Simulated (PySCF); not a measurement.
# C7H16Si: the cost of one run

Computed with PySCF 2.14.0, with density-fitted response routines of our own, on a single molecule, in the gas phase or a continuum. Atoms count from 0, in the outputs and in this text.

## Step 1: The starting structure

24 atoms, charge 0, multiplicity 1; geometry from: GFN2-xTB. The atoms were then displaced at random by about 0.01 Å, so the start is not that level's minimum.

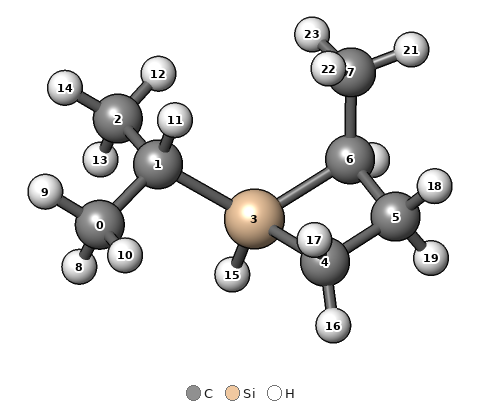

As it starts; carbon grey, silicon light orange, hydrogen white, atoms numbered.

## Step 2: Geometry optimisation at PBE0-D3(BJ)/def2-SVP

Job settings and geometry (Å):

```
{"job": {"xc": "PBE0", "basis": "def2-SVP", "d3": "d3bj", "grid": 1, "shake": 0.01, "kind": "geom"}, "charge": 0, "multiplicity": 1}
C     -2.392920    -0.976840     0.912170
C     -1.509820     0.081520     0.253810
C     -2.267060     0.805810    -0.872630
Si     0.117800    -0.730730    -0.407510
C      1.381450    -1.375660     0.832580
C      2.480980    -0.557310     0.126710
C      1.635460     0.352050    -0.768700
C      1.588870     1.795390    -0.270780
H     -2.721230    -1.693280     0.198820
H     -3.313230    -0.482160     1.317390
H     -1.910840    -1.462600     1.730830
H     -1.240500     0.829680     1.024620
H     -1.652060     1.590640    -1.317560
H     -2.545610     0.111040    -1.640340
H     -3.158910     1.265230    -0.484410
H     -0.238600    -1.671800    -1.471400
H      1.581630    -2.426260     0.877620
H      1.225360    -1.026800     1.873210
H      3.129050    -0.015660     0.811540
H      3.087030    -1.209520    -0.469180
H      1.961530     0.362000    -1.811100
H      2.566390     2.232430    -0.330390
H      1.250010     1.833840     0.748710
H      0.880920     2.388590    -0.869810
```

Started as:

```console
> OMP_NUM_THREADS=1 python probes_run.py task.json out
```

This one command runs all jobs of the session in turn.

**Question.** How long does this first job take on 1 thread of AMD EPYC 9R45, shared host, and how much memory does it need?

About 94 s, with a peak of 0.85 GiB.
